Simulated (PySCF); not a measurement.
C$_{3}$H$_{5}$ClF$_{3}$Si (charge −1)

```xyz
13

F     1.9951    1.1915    0.9584
C     1.8291    0.2800   -0.0180
F     2.3546   -0.8661    0.4614
F     2.6837    0.6650   -1.0048
C     0.4083    0.1397   -0.4966
C    -0.5399   -0.2894    0.6146
Si   -2.2983   -0.4802    0.0099
Cl   -3.1090    1.2938   -0.7373
H     0.0954    1.1067   -0.8956
H     0.4040   -0.5908   -1.3075
H    -0.2470   -1.2655    0.9959
H    -0.4551    0.4242    1.4351
H    -3.1208   -1.6089   -0.0155
```

Geometry: GFN2-xTB.

Method: PBE0/pcSseg-1, SCF density, gas phase, non-relativistic in PySCF.

> What will maps of the electron density and electron localisation function show?

C–F (1.36 Å): ρ is about 2.2 e/Å³ halfway, with its minimum of 1.8 e/Å³ about 0.5 Å from C; the ELF peaks at about 0.85 between the atoms (a polar covalent bond).
C–C (1.51 Å): ρ at the midpoint is about 1.8 e/Å³; the ELF peaks at about 1 between the atoms: a shared electron pair.
C–Si (1.87 Å): ρ is about 0.9 e/Å³ halfway; the ELF peaks at about 0.95 between the atoms, as expected for a shared electron pair.

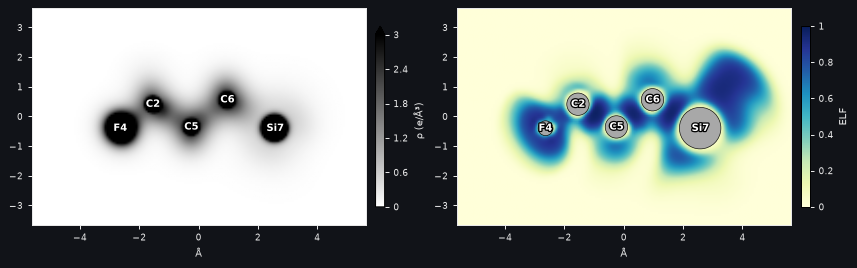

Computed electron density and electron localisation function on the plane of atoms F4, C2 and C5, in this order. Grey discs cover the atomic cores in the ELF map. 
